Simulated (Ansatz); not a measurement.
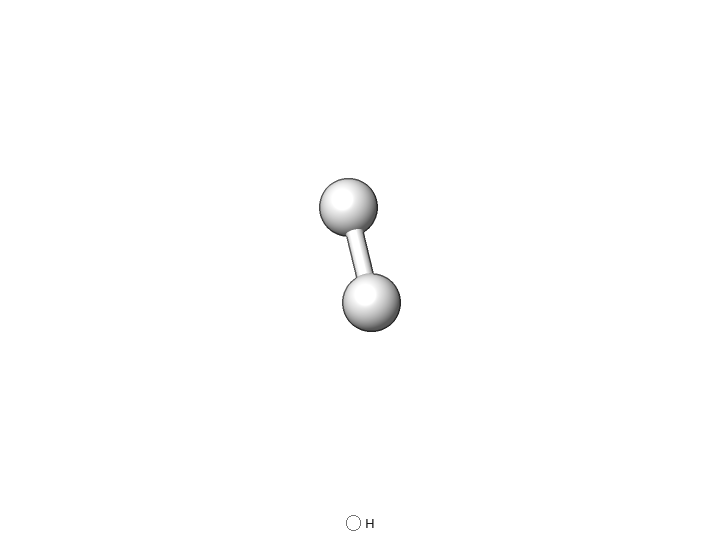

Harmonic vibrations computed with RKS PBE0-D4/def2-TZVP (Ansatz 0.2.0) at a stationary point of the same level.

Is this a minimum or a saddle point?

Answer. A minimum: no imaginary frequency, and the lowest mode lies at 4415 cm⁻¹.

List the wavenumbers.

Answer. 1 modes: 4415 cm⁻¹.
